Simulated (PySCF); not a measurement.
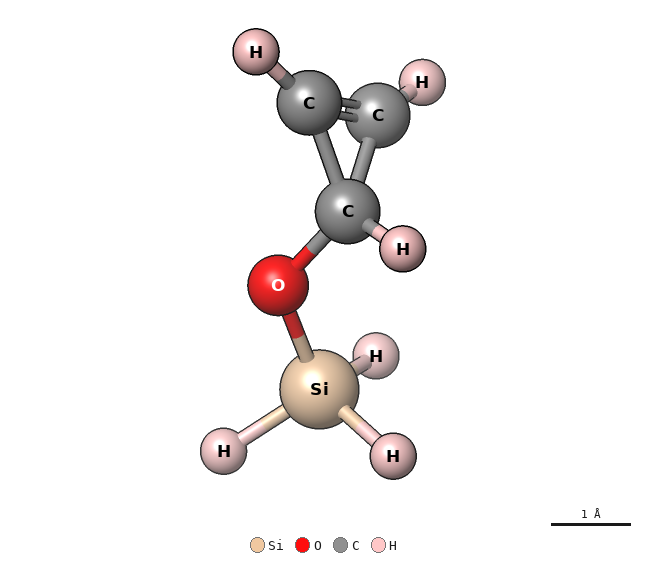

Distant atoms are faded towards the background colour. The geometry was computed by an optimisation with PBE0-D3(BJ)/def2-SVP. No frequency run is at hand to confirm it as a minimum. Masses are those of the most abundant isotopes; constants are for the rigid equilibrium geometry.

**Classify the rotor and give the rotational constants (MHz).**

An asymmetric top (C1): A = 14735, B = 2194, C = 2061 MHz. Ray's parameter κ is −0.98, close to the prolate limit.
